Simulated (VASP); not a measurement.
Band structure of TlBr (CsCl type). Method: PW91 GGA, VASP's PBE PAW potentials (set 64) (plane waves; VASP).

Unless said otherwise, spin-orbit coupling is left out, though it shifts the bands of the heavy elements here.

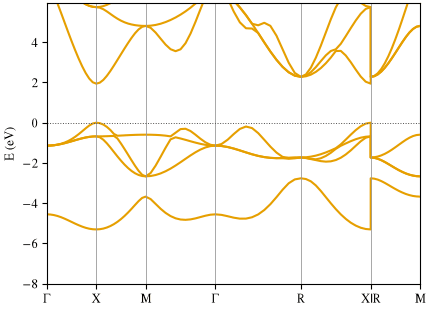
Fig. 1. Bands along high-symmetry lines, zero at the valence-band maximum or, without a gap, the Fermi level

Problem. Read the plot: is there a gap, and where are the band edges?

Solution. The gap is direct, 1.94 eV, from the valence maximum at X to the conduction minimum at X. (Edges off the drawn lines would not show.)

The compound is TlBr in the CsCl type structure. It was relaxed first.
